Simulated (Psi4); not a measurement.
# HSE06/def2-SVP (core potential) run of InCNClF (SMILES N#[C][In]([F])[Cl])

Aim: the vertical singlet–triplet gap of InCNClF at HSE06/def2-SVP (core potential), from 2 runs. 

The calculation is run with Psi4 1.11.

2 further runs of the same task are left out: 2 set aside as unsound or not needed.

### 1 The structure to begin with

The species is InCNClF (5 atoms), meant as a singlet with charge 0. As SMILES, `N#[C][In]([F])[Cl]`. The coordinates come from a PBE0-D4/def2-TZVP relaxation.

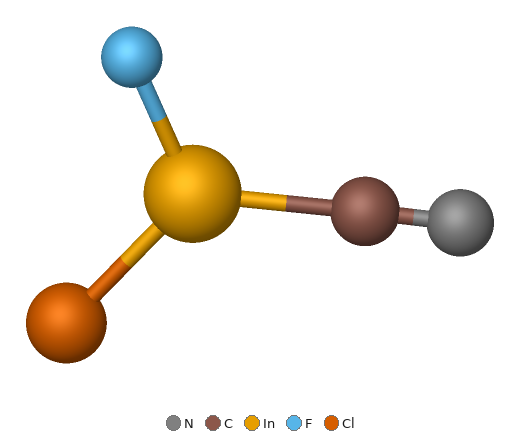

Viewed from a chosen angle; nitrogen grey, carbon brown, indium amber, fluorine blue, chlorine orange.

### 2 Energy and forces at HSE06/def2-SVP (core potential)

Input file job.py:

```python
import psi4

psi4.set_memory(2200000000)
psi4.set_num_threads(1)
psi4.set_output_file('cclfinn.out', False)

mol = psi4.geometry("""
0 1
N     -1.392600     1.451400     1.648800
C     -0.781900     0.784400     0.934900
In     0.330400    -0.389600    -0.376400
F      0.434400    -2.280900    -0.039700
Cl     1.459700     0.361000    -2.209100
units angstrom
symmetry c1
""")

psi4.set_options({
    'basis': 'def2-SVP',
    'puream': True,
    'e_convergence': 1e-09,
    'd_convergence': 1e-08,
    'scf_type': 'pk',
    'dft_radial_points': 99,
    'dft_spherical_points': 590,
})

energy_value = psi4.gradient("hse06")
print('gradient / Eh bohr^-1')
print(energy_value.np.round(6))
for k, v in sorted(psi4.core.scalar_variables().items()):
    print(f'{k:45s} {v:18.10f}')
```

Launch:

```console
$ python job.py
```

cclfinn.out (excerpt; [...] marks lines left out):

```text
[...]
    !!!  WARNING: ECP capability is in beta. Please check occupations closely.  !!!
[...]
  Running in c1 symmetry.
[...]
  Nuclear repulsion =  275.341192797407359
[...]
  Multiplicity = 1
[...]
  Nalpha       = 30
  Nbeta        = 30
[...]
    Number of basis functions: 86
[...]
   @RKS iter   1:  -842.26579198591060   -1.31096e+00   7.54521e-03 ADIIS/DIIS
[...]
   @RKS iter  12:  -842.46216724096644   -1.67120e-11   4.78259e-09 DIIS
[...]
    Orbital Energies [Eh]
    ---------------------
    Doubly Occupied:
       1A   -101.692420     2A    -24.726856     3A    -14.409575
       4A    -10.275213     5A     -9.536427     6A     -7.273802
       7A     -7.267474     8A     -7.266732     9A     -4.783734
      10A     -3.185220    11A     -3.176949    12A     -3.174902
      13A     -1.128151    14A     -0.931473    15A     -0.883318
      16A     -0.856685    17A     -0.852572    18A     -0.850697
      19A     -0.842859    20A     -0.806064    21A     -0.531823
      22A     -0.440944    23A     -0.406172    24A     -0.393796
      25A     -0.388708    26A     -0.373891    27A     -0.370429
      28A     -0.367749    29A     -0.349339    30A     -0.342796
[...]
  @RKS Final Energy:  -842.46216724096644
   => Energetics <=
    Nuclear Repulsion Energy =            275.3411927974073592
    One-Electron Energy =               -1782.6845228387473981
    Two-Electron Energy =                 716.9654809556631108
    DFT Exchange-Correlation Energy =     -52.0843181552894734
    Empirical Dispersion Energy =           0.0000000000000000
    VV10 Nonlocal Energy =                  0.0000000000000000
    Total Energy =                       -842.4621672409664370
[...]
 Multipole Moments:
 ------------------------------------------------------------------------------------
     Multipole            Electronic (a.u.)      Nuclear  (a.u.)        Total (a.u.)
 ------------------------------------------------------------------------------------
 L = 1.  Multiply by 2.5417464519 to convert [e a0] to [Debye]
 Dipole X            :         -0.0075219            0.3220593            0.3145374
 Dipole Y            :        -12.0112638           12.0493539            0.0380901
 Dipole Z            :          3.1158246           -3.5816097           -0.4657851
 Magnitude           :                                                    0.5633297
[...]
  -Total Gradient:
     Atom            X                  Y                   Z
    ------   -----------------  -----------------  -----------------
       1        0.010366502505    -0.010940046388    -0.012220261511
       2       -0.008328597019     0.008118830339     0.009989668632
       3        0.003335064280    -0.002278650825    -0.004248021507
       4       -0.000519475840     0.008752928519    -0.001505628886
       5       -0.004866746131    -0.003634238547     0.007998685594
[...]
```

The script printed:

```text
gradient / Eh bohr^-1
[[ 0.010367 -0.01094  -0.01222 ]
 [-0.008329  0.008119  0.00999 ]
 [ 0.003335 -0.002279 -0.004248]
 [-0.000519  0.008753 -0.001506]
 [-0.004867 -0.003634  0.007999]]
CURRENT ENERGY                                   -842.4621672410
CURRENT REFERENCE ENERGY                         -842.4621672410
DD SOLVATION ENERGY                                 0.0000000000
DFT FUNCTIONAL TOTAL ENERGY                      -842.4621672410
DFT TOTAL ENERGY                                 -842.4621672410
DFT VV10 ENERGY                                     0.0000000000
DFT XC ENERGY                                     -52.0843181553
GRID ELECTRONS ALPHA                               30.0000004783
GRID ELECTRONS BETA                                30.0000004783
GRID ELECTRONS TOTAL                               60.0000009565
NUCLEAR REPULSION ENERGY                          275.3411927974
ONE-ELECTRON ENERGY                             -1782.6845228387
PCM POLARIZATION ENERGY                             0.0000000000
PE ENERGY                                           0.0000000000
SCF ITERATION ENERGY                             -842.4621672410
SCF ITERATIONS                                     12.0000000000
SCF TOTAL ENERGY                                 -842.4621672410
TWO-ELECTRON ENERGY                               716.9654809557
XC GRID RADIAL POINTS                              99.0000000000
XC GRID SPHERICAL POINTS                          590.0000000000
XC GRID TOTAL POINTS                           279219.0000000000
```

Wall time 22 s (1 thread of Intel Xeon 6975P-C (Granite Rapids), shared host); peak memory 0.84 GiB.

### 3 The triplet, same level

Input file cclfinn.json:

```json
{
 "schema_name": "qcschema_input",
 "schema_version": 1,
 "molecule": {
  "schema_name": "qcschema_molecule",
  "schema_version": 2,
  "symbols": ["N", "C", "In", "F", "Cl"],
  "geometry": [-2.6316326, 2.7427485, 3.11578043, -1.47757686, 1.48230117, 1.76670495, 0.62436551, -0.7362373, -0.71129291, 0.82089703, -4.31027632, -0.07502213, 2.75843322, 0.68219113, -4.17459398],
  "molecular_charge": 0,
  "molecular_multiplicity": 3,
  "fix_symmetry": "c1"
 },
 "driver": "gradient",
 "model": {
  "method": "hse06",
  "basis": "def2-SVP"
 },
 "keywords": {
  "reference": "uks",
  "puream": true,
  "e_convergence": 1e-09,
  "d_convergence": 1e-08,
  "scf_type": "pk",
  "dft_radial_points": 99,
  "dft_spherical_points": 590,
  "maxiter": 100,
  "scf_properties": ["LOWDIN_CHARGES", "MAYER_INDICES", "WIBERG_LOWDIN_INDICES"]
 }
}
```

Launch:

```console
$ psi4 --qcschema cclfinn.json -n 1 --memory 2200MB
```

stdout (excerpt; [...] marks lines left out):

```text
[...]
    !!!  WARNING: ECP capability is in beta. Please check occupations closely.  !!!
[...]
  Running in c1 symmetry.
[...]
  Nuclear repulsion =  275.341192991459309
[...]
  Multiplicity = 3
[...]
  Nalpha       = 31
  Nbeta        = 29
[...]
    Number of basis functions: 86
[...]
   @UKS iter   1:  -841.83203986070851   -8.77905e-01   9.30435e-03 ADIIS/DIIS
[...]
   @UKS iter  31:  -842.25808315332029   -6.93490e-12   7.65257e-09 DIIS
[...]
   @S^2 Observed:                2.007725350E+00
[...]
  @UKS Final Energy:  -842.25808315332029
   => Energetics <=
    Nuclear Repulsion Energy =            275.3411929914593088
    One-Electron Energy =               -1782.6358999030694577
    Two-Electron Energy =                 717.1030791277419212
    DFT Exchange-Correlation Energy =     -52.0664553694520578
    Empirical Dispersion Energy =           0.0000000000000000
    VV10 Nonlocal Energy =                  0.0000000000000000
    Total Energy =                       -842.2580831533202854
[...]
 Multipole Moments:
 ------------------------------------------------------------------------------------
     Multipole            Electronic (a.u.)      Nuclear  (a.u.)        Total (a.u.)
 ------------------------------------------------------------------------------------
 L = 1.  Multiply by 2.5417464519 to convert [e a0] to [Debye]
 Dipole X            :          0.3940921            0.3220593            0.7161513
 Dipole Y            :        -11.6509633           12.0493539            0.3983906
 Dipole Z            :          2.4391064           -3.5816098           -1.1425034
 Magnitude           :                                                    1.4060234
[...]
  -Total Gradient:
     Atom            X                  Y                   Z
    ------   -----------------  -----------------  -----------------
       1        0.015618608701    -0.019744004842    -0.017570296365
       2        0.014160008931    -0.007682599810    -0.018550103092
       3        0.015943941006     0.017016812026    -0.027590486420
       4        0.000979559485     0.044730264474    -0.012939792192
       5       -0.046721952441    -0.034330402997     0.076682092664
[...]
```

The result, in JSON:

```text
{
 "driver": "gradient",
 "model": {
  "method": "hse06",
  "basis": "def2-SVP"
 },
 "success": true,
 "return_result": [0.015618608701152503, -0.01974400484185318, -0.01757029636477825, 0.014160008931277779, -0.007682599810019619, -0.018550103092149772, 0.01594394100576708, 0.017016812025948312, -0.027590486419798277, 0.0009795594845858225, 0.04473026447352303, -0.012939792191634913, -0.046721952440731525, -0.03433040299740279, 0.07668209266410526],
 "properties": {
  "calcinfo_nbasis": 86,
  "calcinfo_nmo": 86,
  "calcinfo_nalpha": 31,
  "calcinfo_nbeta": 29,
  "calcinfo_natom": 5,
  "nuclear_repulsion_energy": 275.3411929914593,
  "return_energy": -842.2580831533203,
  "return_gradient": [0.015618608701152503, -0.01974400484185318, -0.01757029636477825, 0.014160008931277779, -0.007682599810019619, -0.018550103092149772, 0.01594394100576708, 0.017016812025948312, -0.027590486419798277, 0.0009795594845858225, 0.04473026447352303, -0.012939792191634913, -0.046721952440731525, -0.03433040299740279, 0.07668209266410526],
  "scf_one_electron_energy": -1782.6358999030695,
  "scf_two_electron_energy": 717.1030791277419,
  "scf_xc_energy": -52.06645536945206,
  "scf_dipole_moment": [0.7161513445705112, 0.3983906124510401, -1.142503359039011],
  "scf_total_energy": -842.2580831533203,
  "scf_total_gradient": [0.015618608701152503, -0.01974400484185318, -0.01757029636477825, 0.014160008931277779, -0.007682599810019619, -0.018550103092149772, 0.01594394100576708, 0.017016812025948312, -0.027590486419798277, 0.0009795594845858225, 0.04473026447352303, -0.012939792191634913, -0.046721952440731525, -0.03433040299740279, 0.07668209266410526],
  "scf_iterations": 31
 }
}
```

Wall time 49 s (1 thread of Intel Xeon 6975P-C (Granite Rapids), shared host); peak memory 0.86 GiB.

### 4 Results

At HSE06/def2-SVP (core potential):

| quantity | value |
| --- | --- |
| singlet: total energy | -842.46217 Eh |
| singlet: dipole moment | 1.43 D |
| singlet: HOMO energy | -9.33 eV |
| singlet: LUMO energy | -2.95 eV |
| singlet: HOMO–LUMO gap | 6.37 eV |
| singlet: largest force on an atom | 0.998 eV/Å |
| triplet: total energy | -842.25808 Eh |
| triplet: dipole moment | 3.57 D |
| triplet: HOMO energy (highest over α and β) | -4.07 eV |
| triplet: ⟨S²⟩ | 2.008 |
| triplet: largest force on an atom | 4.943 eV/Å |
| vertical energy of the triplet above the singlet | 5.553 eV |

At this shape the triplet lies 5.55 eV (128 kcal/mol) above the singlet. The largest force (singlet) is 1.00 eV/Å: the shape isn't a stationary point for this species at this level.
